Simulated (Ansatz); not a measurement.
Consider NiMoIrPdW.

Input file:

```
crystal:
  lattice:
    - [2.7475946084, 0.0, 0.0]
    - [-1.3737973042, 2.3794918645, 0.0]
    - [0.0, 0.0, 10.948938442]
  atoms:
    - { symbol: Ni, position: [0.33333, 0.66667, 0.59712], spin: 1.0 }
    - { symbol: Mo, position: [0.0, 0.0, 0.41074], spin: 1.0 }
    - { symbol: Pd, position: [0.66667, 0.33333, 0.7952] }
    - { symbol: Ir, position: [0.66667, 0.33333, 0.1996], spin: 0.6 }
    - { symbol: W, position: [0.33333, 0.66667, 0.99734] }
hamiltonian:
  xc: pbe
  pseudopotentials: { kind: paw }
magnetization:
  spin_polarized: true
kpoints:
  mp_grid: { grid: [11, 11, 3] }
scf:
  occupations: { method: fermi_dirac, width: 0.05 }
output:
  forces: true
  stress: true
  eigenvalues: true
  write_density: true
  write_potential: true
  elf: true
  volumetric_format: npy
```

Command:

```sh
ansatz run input.yaml --threads 8 --pin off --max-ram 20480MiB --backend cpu --events-out ev --progress --plain --runs-dir out
```

Below, planes, directions and counts refer to the conventional cell (a = 2.75 Å, b = 2.75 Å, c = 10.95 Å, α = 90.00°, β = 90.00°, γ = 120.00°).

Space group P3m1; a generated structure, not necessarily the stable one; computed pressure about 6 GPa in this cell; the program warned that a starting moment wasn't kept; spin-polarised, but the moments vanished.

All numbers below come from Ansatz, Kohn-Sham DFT of a periodic cell, PBE, Ansatz PAW.

> What will maps of the valence pseudo-density and electron localisation function show?

Ni–Mo (2.58 Å): ρ is about 0.36 e/Å³ halfway; the ELF is about 0.25 at the midpoint (no shared electron pair shows on this line).
Ni–Pd (2.69 Å): ρ is about 0.27 e/Å³ halfway; the ELF is about 0.20 at the midpoint (no localised pair shows between them).
Pd–W (2.72 Å): the density is about 0.37 e/Å³ at the midpoint; the ELF is about 0.30 at the midpoint.
Ir–W (2.72 Å): ρ is about 0.44 e/Å³ halfway; the ELF is about 0.40 at the midpoint.

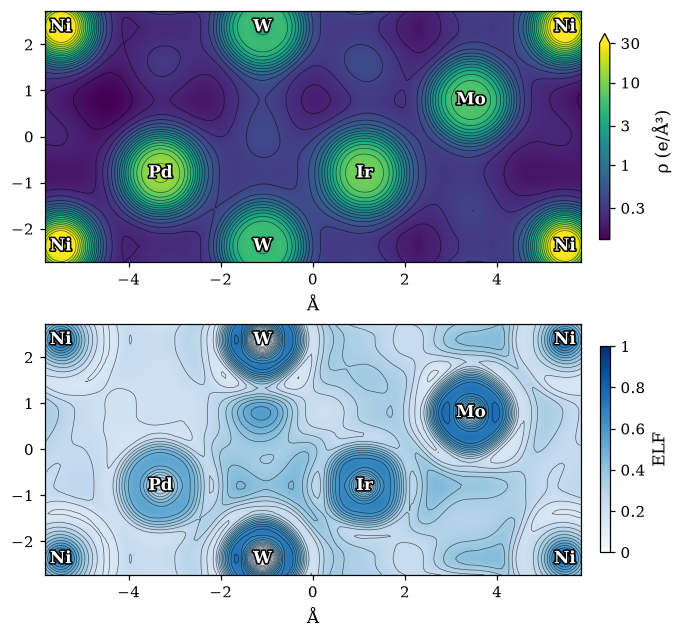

Computed valence pseudo-density and electron localisation function on the (110) plane of the conventional cell, in this order. 

The density is the valence pseudo-density of a PAW calculation; it isn't the true density close to the nuclei.
